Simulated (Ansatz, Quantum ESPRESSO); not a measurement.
# Ag(100), 5 layers against a metal electrode, part 5 of 6

Wanted: the capacitance of Ag(100), 5 layers by the effective screening medium.

Quantum ESPRESSO 7.5; plane-wave DFT, PBE, GBRV ultrasoft pseudopotentials; geometry by Ansatz 0.2.0 with PAW datasets.

So far. Step 10 (Self-consistent run: constant Fermi level -4.5 eV): Gauss's law asks for a slope of 180.95 q/A = 0.044 eV/Å in the gap; the run gives 0.044. Step 11 (Ground state: constant Fermi level -5.0 eV): Gauss's law asks for a slope of 180.95 q/A = 0.137 eV/Å in the gap; the run gives 0.137.

### Step 12. SCF with pw.x: between two electrodes with a field of 0.002 Ry/bohr

bc2 puts electrodes at both ends of the cell; esm_efield times the cell length sets the bias between them, and the slab stays neutral.

bc2.in

```
&control
  prefix = 'bc2'
  outdir = './out'
  pseudo_dir = './pseudo'
  calculation = 'scf'
  tprnfor = .true.
/
&system
  ibrav = 0
  nat = 5
  ntyp = 1
  ecutwfc = 40
  ecutrho = 200
  occupations = 'smearing'
  smearing = 'mv'
  degauss = 0.02
  assume_isolated = 'esm'
  esm_bc = 'bc2'
  esm_efield = 0.002
/
&electrons
  conv_thr = 1e-07
  mixing_beta = 0.4
  electron_maxstep = 120
  mixing_mode = 'local-TF'
/
ATOMIC_SPECIES
  Ag  107.8682  ag_pbe_v1.4.uspp.F.UPF
CELL_PARAMETERS angstrom
  2.89206673510000 0.00000000000000 0.00000000000000
  0.00000000000000 2.89206673510000 0.00000000000000
  0.00000000000000 0.00000000000000 23.18000000000000
ATOMIC_POSITIONS crystal
  Ag  0.000000000000 0.000000000000 -0.178614227264
  Ag  0.500000000000 0.500000000000 -0.090391621564
  Ag  0.000000000000 0.000000000000 -0.002169015864
  Ag  0.500000000000 0.500000000000 0.088928126140
  Ag  -0.000000000000 0.000000000000 0.178614227264
K_POINTS automatic
  8 8 1 0 0 0
```

On the command line:

```bash
$ OMP_NUM_THREADS=1 mpirun -n 4 pw.x -nk 4 -in bc2.in > bc2.out
```

Output:

```text
[banner, memory and clock lines left out]
Program PWSCF v.7.5 starts
[citation notice left out]

[...]
Message from routine setup:
[...]
bravais-lattice index     =            0
     lattice parameter (alat)  =       5.4652  a.u.
     unit-cell volume          =    1308.3582 (a.u.)^3
     number of atoms/cell      =            5
     number of atomic types    =            1
     number of electrons       =        95.00
     number of Kohn-Sham states=           58
     kinetic-energy cutoff     =      40.0000  Ry
     charge density cutoff     =     200.0000  Ry
     scf convergence threshold =      1.0E-07
     mixing beta               =       0.4000
     number of iterations used =            8  local-TF  mixing
     Exchange-correlation=  SLA  PW   PBX  PBC
                           (   1   4   3   4   0   0   0)

     Effective Screening Medium Method
     Boundary Conditions: Metal-Slab-Metal
     total charge in unit cell        =   0.0000
     field strength                   =   0.0020 Ry/a.u.
     grid points for fit at edges     =        4

[...]
PseudoPot. # 1 for Ag read from file:
     ./pseudo/ag_pbe_v1.4.uspp.F.UPF
     Pseudo is Ultrasoft + core correction, Zval = 19.0
     Generated by new atomic code, or converted to UPF format
     Using radial grid of  887 points,  6 beta functions with:
                l(1) =   0
                l(2) =   0
                l(3) =   1
                l(4) =   1
                l(5) =   2
                l(6) =   2
     Q(r) pseudized with  6 coefficients,  rinner =    1.300   1.300   1.300
                                                       1.300   1.300

     atomic species   valence    mass     pseudopotential
     Ag               19.00   107.86820     Ag( 1.00)

      8 Sym. Ops. (no inversion) found

[...]
number of k points=    15  Marzari-Vanderbilt smearing, width (Ry)=  0.0200
[...]
Dense  grid:    62669 G-vectors     FFT dimensions: (  25,  25, 200)

     Smooth grid:    44649 G-vectors     FFT dimensions: (  24,  24, 180)

     Initial potential from superposition of free atoms

     starting charge      92.4998, renormalised to      95.0000

     negative rho (up, down):  2.910E-03 0.000E+00
     Starting wfcs are   65 randomized atomic wfcs

     per-process dynamical memory:    66.0 Mb

     Self-consistent Calculation

     iteration #  1     ecut=    40.00 Ry     beta= 0.40
     Davidson diagonalization with overlap
     c_bands:  3 eigenvalues not converged
     c_bands:  1 eigenvalues not converged
     ethr =  1.00E-02,  avg # of iterations = 13.7

     negative rho (up, down):  3.142E-02 0.000E+00

     total energy              =   -1478.11235623 Ry
     estimated scf accuracy    <       6.09302017 Ry

     iteration #  2     ecut=    40.00 Ry     beta= 0.40
[...]
negative rho (up, down):  6.116E-02 0.000E+00

[...]
total energy              =   -1477.52108974 Ry
     estimated scf accuracy    <       2.01773642 Ry

     iteration #  3     ecut=    40.00 Ry     beta= 0.40
[...]
negative rho (up, down):  5.652E-02 0.000E+00

[...]
total energy              =   -1477.92686387 Ry
     estimated scf accuracy    <       0.04709522 Ry

     iteration #  4     ecut=    40.00 Ry     beta= 0.40
[...]
c_bands:  2 eigenvalues not converged
     c_bands:  2 eigenvalues not converged
     c_bands:  1 eigenvalues not converged
[...]
negative rho (up, down):  4.491E-02 0.000E+00

[...]
total energy              =   -1478.00980365 Ry
     estimated scf accuracy    <       0.06008957 Ry

     iteration #  5     ecut=    40.00 Ry     beta= 0.40
[...]
negative rho (up, down):  3.670E-02 0.000E+00

[...]
total energy              =   -1478.03583060 Ry
     estimated scf accuracy    <       0.03372104 Ry

     iteration #  6     ecut=    40.00 Ry     beta= 0.40
[...]
negative rho (up, down):  3.663E-02 0.000E+00

[...]
total energy              =   -1478.03306669 Ry
     estimated scf accuracy    <       0.02865165 Ry

[...]
iteration # 16     ecut=    40.00 Ry     beta= 0.40
[...]
negative rho (up, down):  2.275E-03 0.000E+00

[...]
total energy              =   -1478.04081791 Ry
     estimated scf accuracy    <       0.00011235 Ry

     iteration # 17     ecut=    40.00 Ry     beta= 0.40
[...]
negative rho (up, down):  2.307E-03 0.000E+00

[...]
total energy              =   -1478.04079707 Ry
     estimated scf accuracy    <       0.00007377 Ry

     iteration # 18     ecut=    40.00 Ry     beta= 0.40
[...]
negative rho (up, down):  2.339E-03 0.000E+00

[...]
total energy              =   -1478.04074444 Ry
     estimated scf accuracy    <       0.00001265 Ry

     iteration # 19     ecut=    40.00 Ry     beta= 0.40
[...]
negative rho (up, down):  2.323E-03 0.000E+00

[...]
End of self-consistent calculation

          k = 0.0000 0.0000 0.0000 (  5681 PWs)   bands (ev):

   -95.6445 -95.6066 -95.5493 -95.3640 -95.3589 -59.1356 -59.0882 -59.0815
   -59.0815 -59.0434 -59.0434 -59.0052 -58.9719 -58.9719 -58.8275 -58.8223
   -58.8065 -58.8065 -58.8004 -58.8004 -10.9750 -10.1350  -9.8359  -9.7396
    -9.4606  -9.4403  -9.2600  -9.0236  -8.6972  -8.4903  -8.2171  -8.2171
    -7.8589  -7.8589  -7.6429  -7.4883  -7.3098  -7.3098  -7.2701  -7.2572
    -7.1101  -6.8395  -6.8216  -6.8216  -6.6722  -6.6088  -6.4953  -6.4953
    -5.5895  -3.5439  -2.3575  -0.3435   0.5431   1.2764   3.0096   3.9062
     6.0964   6.6258

          k = 0.0000 0.1250 0.0000 (  5623 PWs)   bands (ev):

   -95.6436 -95.6057 -95.5486 -95.3632 -95.3580 -59.1329 -59.0978 -59.0846
   -59.0800 -59.0572 -59.0420 -59.0038 -58.9826 -58.9713 -58.8266 -58.8214
   -58.8181 -58.8121 -58.8055 -58.7994 -10.6722  -9.9017  -9.7085  -9.5505
    -9.3856  -9.2063  -9.1659  -8.8068  -8.5884  -8.3798  -8.2763  -8.1676
    -8.0866  -7.8899  -7.7557  -7.5150  -7.4683  -7.3753  -7.3645  -7.3278
    -7.0818  -7.0347  -6.9309  -6.7865  -6.7598  -6.6278  -6.5976  -6.4859
    -5.0496  -3.0675  -1.7406  -0.0602   0.8482   1.5330   3.2955   4.0779
     5.4778   6.3795

[...]
the Fermi energy is    -3.6703 ev

!    total energy              =   -1478.04073253 Ry
     estimated scf accuracy    <       0.00000009 Ry
     smearing contrib. (-TS)   =       0.00033574 Ry
     internal energy E=F+TS    =   -1478.04106827 Ry

     The total energy is F=E-TS. E is the sum of the following terms:
     one-electron contribution =  -59368.81999085 Ry
     hartree contribution      =   29660.26183142 Ry
     xc contribution           =    -144.83032399 Ry
     ewald contribution        =   28375.34741515 Ry

     convergence has been achieved in  19 iterations

     negative rho (up, down):  2.323E-03 0.000E+00

     Forces acting on atoms (cartesian axes, Ry/au):

     atom    1 type  1   force =     0.00000000    0.00000000   -0.00466889
     atom    2 type  1   force =     0.00000000    0.00000000   -0.00402582
     atom    3 type  1   force =     0.00000000    0.00000000    0.00783315
     atom    4 type  1   force =     0.00000000    0.00000000    0.00019393
     atom    5 type  1   force =     0.00000000    0.00000000    0.00067442

     Total force =     0.009993     Total SCF correction =     0.001059
     SCF correction compared to forces is large: reduce conv_thr to get better values

[...]
```

Wall time 71 s (4 MPI ranks of Arm Neoverse V2, shared host); peak memory 0.61 GiB.

Read from the output:

- Fermi energy: -3.670 eV
- slope of the potential below: -0.1017 eV/Å
- vacuum line at the lower end of the cell, over the Fermi level: 4.862 eV
- slope of the potential above: -0.1012 eV/Å
- vacuum line at the upper end of the cell, over the Fermi level: 3.671 eV

The potential energy, planar mean oscillates, so the rows of the table below give means over windows of 2.09 Å about each position, cut where the curve ends. Its maxima inside the range that stand out by 2 % of the span (Å: eV): -3.1: -0.761, -1.0: -0.750, 1.0: -0.277, 3.1: -0.515. Its minima: -4.2: -19.0, -2.1: -19.2, 0.0: -18.9, 2.1: -19.2, 4.2: -19.0.

Electrostatic potential energy of an electron; zero at the Fermi level. The potential energy, planar mean by z; means over each step:

| z (Å) | potential energy, planar mean (eV) |
| --- | --- |
| -10.54 | 4.76 |
| -8.46 | 4.54 |
| -6.37 | 3.99 |
| -4.28 | -8.13 |
| -2.19 | -8.72 |
| -0.10 | -8.55 |
| 1.99 | -8.58 |
| 4.08 | -8.32 |
| 6.17 | 3.62 |
| 8.26 | 4.00 |
| 10.35 | 3.80 |

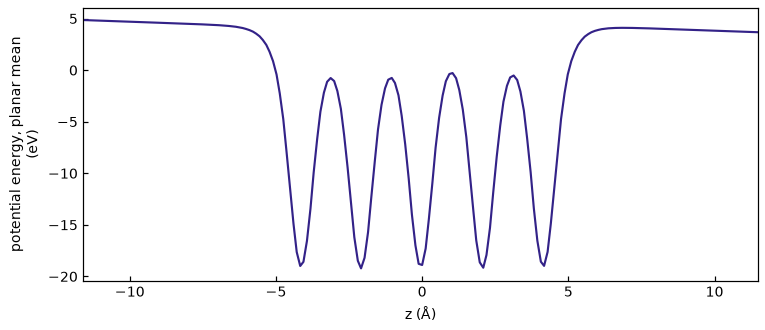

Potential energy, planar mean against z.

The set field of 0.051 V/Å over 23.2 Å is a bias of 1.19 V; the two ends of the cell differ by 1.19 eV. The slope in the vacuum is 0.101 eV/Å in size, more than the set field, because the slab carries little of the drop.

### Step 13. Ground state, with K_POINTS = [5, 5, 1] and nosym = True

A sensitivity test on the input.

q3.w0.in

```
&control
  prefix = 'q3.w0'
  outdir = './out'
  pseudo_dir = './pseudo'
  calculation = 'scf'
  tprnfor = .true.
/
&system
  ibrav = 0
  nat = 5
  ntyp = 1
  ecutwfc = 40
  ecutrho = 200
  occupations = 'smearing'
  smearing = 'mv'
  degauss = 0.02
  assume_isolated = 'esm'
  esm_bc = 'bc3'
  tot_charge = 0.0125
  nosym = .true.
/
&electrons
  conv_thr = 1e-08
  mixing_beta = 0.4
  electron_maxstep = 120
  mixing_mode = 'local-TF'
/
ATOMIC_SPECIES
  Ag  107.8682  ag_pbe_v1.4.uspp.F.UPF
CELL_PARAMETERS angstrom
  2.89206673510000 0.00000000000000 0.00000000000000
  0.00000000000000 2.89206673510000 0.00000000000000
  0.00000000000000 0.00000000000000 23.18000000000000
ATOMIC_POSITIONS crystal
  Ag  0.000000000000 0.000000000000 -0.157043908023
  Ag  0.500000000000 0.500000000000 -0.068821302323
  Ag  0.000000000000 0.000000000000 0.019401303377
  Ag  0.500000000000 0.500000000000 0.110498445381
  Ag  -0.000000000000 0.000000000000 0.200184546505
K_POINTS automatic
  5 5 1 0 0 0
```

On the command line:

```bash
$ OMP_NUM_THREADS=1 mpirun -n 4 pw.x -nk 2 -in q3.w0.in > q3.w0.out
```

Output:

```text
[banner, memory and clock lines left out]
Program PWSCF v.7.5 starts
[citation notice left out]

[...]
bravais-lattice index     =            0
     lattice parameter (alat)  =       5.4652  a.u.
     unit-cell volume          =    1308.3582 (a.u.)^3
     number of atoms/cell      =            5
     number of atomic types    =            1
     number of electrons       =        94.99
     number of Kohn-Sham states=           57
     kinetic-energy cutoff     =      40.0000  Ry
     charge density cutoff     =     200.0000  Ry
     scf convergence threshold =      1.0E-08
     mixing beta               =       0.4000
     number of iterations used =            8  local-TF  mixing
     Exchange-correlation=  SLA  PW   PBX  PBC
                           (   1   4   3   4   0   0   0)

     Effective Screening Medium Method
     Boundary Conditions: Vacuum-Slab-Metal
     total charge in unit cell        =   0.0125
     grid points for fit at edges     =        4

[...]
PseudoPot. # 1 for Ag read from file:
     ./pseudo/ag_pbe_v1.4.uspp.F.UPF
     Pseudo is Ultrasoft + core correction, Zval = 19.0
     Generated by new atomic code, or converted to UPF format
     Using radial grid of  887 points,  6 beta functions with:
                l(1) =   0
                l(2) =   0
                l(3) =   1
                l(4) =   1
                l(5) =   2
                l(6) =   2
     Q(r) pseudized with  6 coefficients,  rinner =    1.300   1.300   1.300
                                                       1.300   1.300

     atomic species   valence    mass     pseudopotential
     Ag               19.00   107.86820     Ag( 1.00)

     No symmetry found

[...]
number of k points=    13  Marzari-Vanderbilt smearing, width (Ry)=  0.0200
[...]
Dense  grid:    62669 G-vectors     FFT dimensions: (  25,  25, 200)

     Smooth grid:    44649 G-vectors     FFT dimensions: (  24,  24, 180)

     Initial potential from superposition of free atoms

     starting charge      92.4998, renormalised to      94.9875

     negative rho (up, down):  2.910E-03 0.000E+00
     Starting wfcs are   65 randomized atomic wfcs

     per-process dynamical memory:    40.5 Mb

     Self-consistent Calculation

     iteration #  1     ecut=    40.00 Ry     beta= 0.40
     Davidson diagonalization with overlap
     c_bands:  2 eigenvalues not converged
     ethr =  1.00E-02,  avg # of iterations = 13.2

     negative rho (up, down):  3.186E-02 0.000E+00

     total energy              =   -1478.10213875 Ry
     estimated scf accuracy    <       5.91053276 Ry

     iteration #  2     ecut=    40.00 Ry     beta= 0.40
[...]
negative rho (up, down):  5.915E-02 0.000E+00

[...]
total energy              =   -1477.61266808 Ry
     estimated scf accuracy    <       1.84695343 Ry

     iteration #  3     ecut=    40.00 Ry     beta= 0.40
[...]
negative rho (up, down):  6.107E-02 0.000E+00

[...]
total energy              =   -1477.91773851 Ry
     estimated scf accuracy    <       0.08735963 Ry

     iteration #  4     ecut=    40.00 Ry     beta= 0.40
[...]
c_bands:  3 eigenvalues not converged
     c_bands:  5 eigenvalues not converged
     c_bands:  3 eigenvalues not converged
     c_bands:  1 eigenvalues not converged
[...]
negative rho (up, down):  5.427E-02 0.000E+00

[...]
total energy              =   -1478.02049993 Ry
     estimated scf accuracy    <       0.06752695 Ry

     iteration #  5     ecut=    40.00 Ry     beta= 0.40
[...]
negative rho (up, down):  4.567E-02 0.000E+00

[...]
total energy              =   -1478.02082722 Ry
     estimated scf accuracy    <       0.01937673 Ry

     iteration #  6     ecut=    40.00 Ry     beta= 0.40
[...]
negative rho (up, down):  4.484E-02 0.000E+00

[...]
total energy              =   -1478.01758958 Ry
     estimated scf accuracy    <       0.02794305 Ry

[...]
iteration # 24     ecut=    40.00 Ry     beta= 0.40
[...]
negative rho (up, down):  2.358E-03 0.000E+00

[...]
total energy              =   -1478.05065468 Ry
     estimated scf accuracy    <       0.00000022 Ry

     iteration # 25     ecut=    40.00 Ry     beta= 0.40
[...]
negative rho (up, down):  2.351E-03 0.000E+00

[...]
total energy              =   -1478.05065481 Ry
     estimated scf accuracy    <       0.00000005 Ry

     iteration # 26     ecut=    40.00 Ry     beta= 0.40
[...]
c_bands:  1 eigenvalues not converged
     c_bands:  1 eigenvalues not converged
     c_bands:  1 eigenvalues not converged
     c_bands:  1 eigenvalues not converged
[...]
negative rho (up, down):  2.355E-03 0.000E+00

[...]
total energy              =   -1478.05063951 Ry
     estimated scf accuracy    <       0.00000001 Ry

     iteration # 27     ecut=    40.00 Ry     beta= 0.40
[...]
c_bands:  1 eigenvalues not converged
[...]
negative rho (up, down):  2.355E-03 0.000E+00

[...]
End of self-consistent calculation

          k = 0.0000 0.0000 0.0000 (  5681 PWs)   bands (ev):

   -97.8049 -97.7797 -97.6986 -97.4182 -97.3611 -61.3095 -61.2481 -61.2481
   -61.2387 -61.2026 -61.2026 -61.1723 -61.1232 -61.1232 -60.8888 -60.8579
   -60.8579 -60.8298 -60.8020 -60.8020 -13.1395 -12.2170 -12.0114 -11.9061
   -11.5338 -11.5066 -11.3337 -11.1496 -10.7458 -10.6048 -10.3827 -10.3827
    -9.9463  -9.9463  -9.7196  -9.6569  -9.4441  -9.4239  -9.4239  -9.3357
    -9.1963  -8.9949  -8.8841  -8.8841  -8.7250  -8.6745  -8.6192  -8.6192
    -7.6906  -5.5781  -4.4186  -2.0671  -1.1433  -0.5471   1.2766   1.9783
     4.1730

          k = 0.0000 0.2000 0.0000 (  5613 PWs)   bands (ev):

   -97.8025 -97.7782 -97.6966 -97.4163 -97.3591 -61.3042 -61.2842 -61.2436
   -61.2370 -61.2261 -61.2016 -61.1721 -61.1502 -61.1210 -60.8869 -60.8857
   -60.8557 -60.8304 -60.8274 -60.7998 -12.4286 -11.8385 -11.7413 -11.4111
   -11.3572 -11.2468 -10.9689 -10.5321 -10.5025 -10.3936 -10.3558 -10.2805
   -10.2489 -10.0816  -9.9746  -9.7748  -9.6945  -9.6299  -9.5484  -9.4555
    -9.3774  -9.1970  -9.1795  -8.9348  -8.8708  -8.6969  -8.6435  -8.3317
    -6.5686  -4.4862  -3.0025  -1.3425  -0.3745   0.0936   1.2421   1.9803
     2.5126

[...]
the Fermi energy is    -5.6583 ev

!    total energy              =   -1478.05063726 Ry
     estimated scf accuracy    <          1.0E-09 Ry
     smearing contrib. (-TS)   =      -0.00220716 Ry
     internal energy E=F+TS    =   -1478.04843010 Ry

     The total energy is F=E-TS. E is the sum of the following terms:
     one-electron contribution = -135590.98208085 Ry
     hartree contribution      =   67763.97864051 Ry
     xc contribution           =    -144.82917396 Ry
     ewald contribution        =   66493.78418420 Ry

     convergence has been achieved in  27 iterations

     negative rho (up, down):  2.355E-03 0.000E+00

     Forces acting on atoms (cartesian axes, Ry/au):

     atom    1 type  1   force =    -0.00000008    0.00000030   -0.00205877
     atom    2 type  1   force =    -0.00000012   -0.00000012   -0.00827015
     atom    3 type  1   force =     0.00000009   -0.00000017    0.00806106
     atom    4 type  1   force =    -0.00000001   -0.00000005    0.00485627
     atom    5 type  1   force =     0.00000011    0.00000003   -0.00269900

     Total force =     0.012980     Total SCF correction =     0.000219

[...]
```

Run time: 81 s. Hardware: 4 MPI ranks; peak memory 0.45 GiB; 5.4 min of CPU time.

The changed values were drawn from a wide range, not chosen for quality; the comparison shows what they did here together.

Beside the run it was changed from:

| quantity | this run | unchanged run | difference |
| --- | --- | --- | --- |
| vacuum line at the upper end of the cell, over the Fermi level (eV) | 5.659 | 5.729 | -0.071 |
| vacuum line at the lower end of the cell, over the Fermi level (eV) | 4.182 | 4.265 | -0.082 |
| wall time (s) | 81 | 59 |  |
| SCF iterations | 27 | 19 |  |

This run starts from superposed atoms, the unchanged one from a saved density, so their iteration counts don't compare.

Levels move by up to 82 meV, so the change matters at the level of the results.

[end of part 5 of 6]

[Logs are printed without paths, hosts, clocks, repeated set-up lines and the standing remarks that a program may print on its own settings, such as how far it seeks lower states.]

[Hosts, paths, dates, database ids (printed as entryN), source tags and the programs' standing remarks are cut or masked in the printed files.]

[Maps of the electrostatic potential energy from Ansatz leave out the sawtooth potential of an applied field or a dipole correction, so their vacuum need not be flat; planar profiles and work functions include it.]
